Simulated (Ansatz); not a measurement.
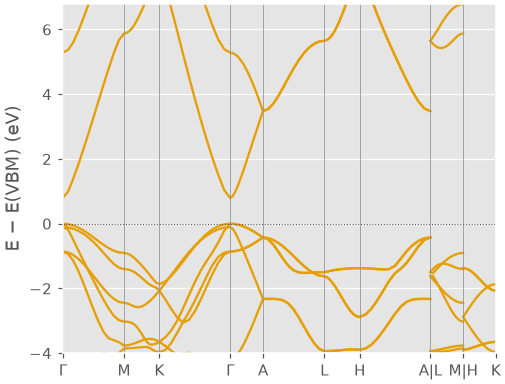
Figure. Band structure from the program Ansatz at the LDA level (PAW)

Question: Read off the gap and where the band edges lie.

Answer: About 0.8 eV (0.79 eV by a search for the band edges); maximum at Γ, minimum at Γ.

Question: Pick the material that matches.
(A) SiC, wurtzite
(B) AgI, P6_3mc (Ag on 2a, Ag on 2b, I on 2a, I on 2b)
(C) ZnO, wurtzite
(D) GaN, wurtzite

Answer: C, ZnO, wurtzite

Symmetry was held in the LDA relaxation.

Potentials: the earlier of the program's two PAW sets. The files were generated under PBE; for other functionals the program regenerates the frozen cores, and for LDA and PBEsol the local potential too.
